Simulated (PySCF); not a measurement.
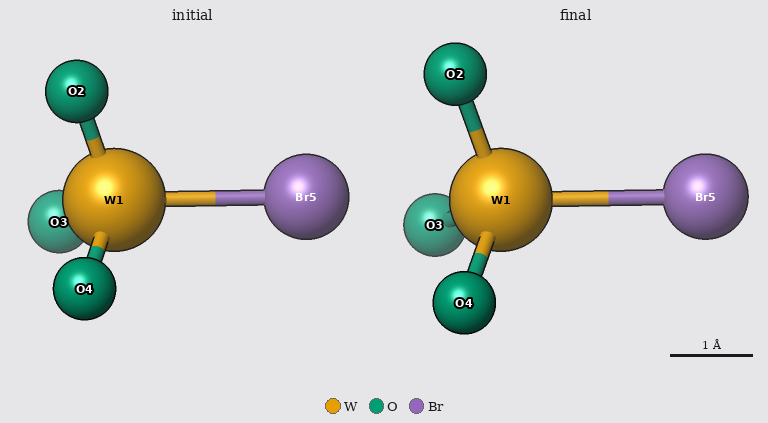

The structure of WO3Br (charge −1) before (left) and after (right) a relaxation, at one scale.

Style: ball-and-stick. Shown face on.

Method: RKS TPSS, W def2-SVP with ECP60, O def2-SVP, Br def2-SVP; non-relativistic Hamiltonian with scalar-relativistic core potentials; density fitting in PySCF 2.14.0. Set-up: symmetry kept (C3v).

### Summarise the run.

The energy falls by 182.8 kcal/mol in 7 geometry steps. The largest force component goes from 15 to 0.0038 eV/Å. The largest moves after the best rigid fit, 0.24 Å, are those of O2, O3 and O4. Largest moves by element: O 0.24 Å, Br 0.19 Å, W 0.03 Å. Near-neighbour distances that change, for instance: W1–O2 1.510 → 1.760 Å, W1–Br5 2.381 → 2.535 Å.

Limits of the set-up: the basis has no diffuse functions, which an anion needs.
